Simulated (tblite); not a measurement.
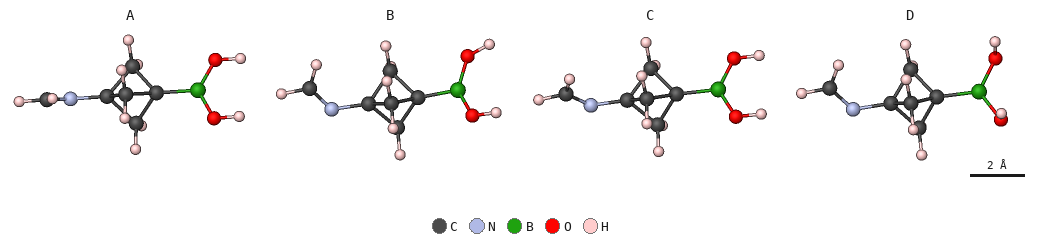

4 geometries from one relaxation of C$_{6}$H$_{10}$BNO$_{2}$, in shuffled order. The picture is a ball-and-stick view, seen at a tilt.

Level of theory: GFN2-xTB geometry optimisation, gas phase (tblite). 

Q: Order the frames from highest to lowest energy.

A: D, B, C, A. They are steps 0, 19, 84, 123, at +44.7 kcal/mol, +7.24 kcal/mol, +1.25 kcal/mol relative to the last. After 123 geometry steps the energy has fallen by 44.7 kcal/mol. The atom that moves furthest after the best rigid fit is an H atom (1.37 Å). Largest moves by element: H 1.37 Å, N 0.51 Å, C 0.44 Å, O 0.35 Å, B 0.24 Å. Near-neighbour distances that change, for instance: B–O 1.458 → 1.355 Å, C–H 1.126 → 1.087 Å, C–N 1.292 → 1.253 Å, H–O 0.996 → 0.958 Å. Among the angles between lasting bonds that change: B–O–H 104.6° → 117.5°, B–O–H 105.5° → 117.7°, N–C–C 123.7° → 130.8°. Groups turn about B–O by about 90°, B–O by about 90°, C–N by about 60°. Cost: 0.94 s on 1 thread of Arm Neoverse V1 (shared host).
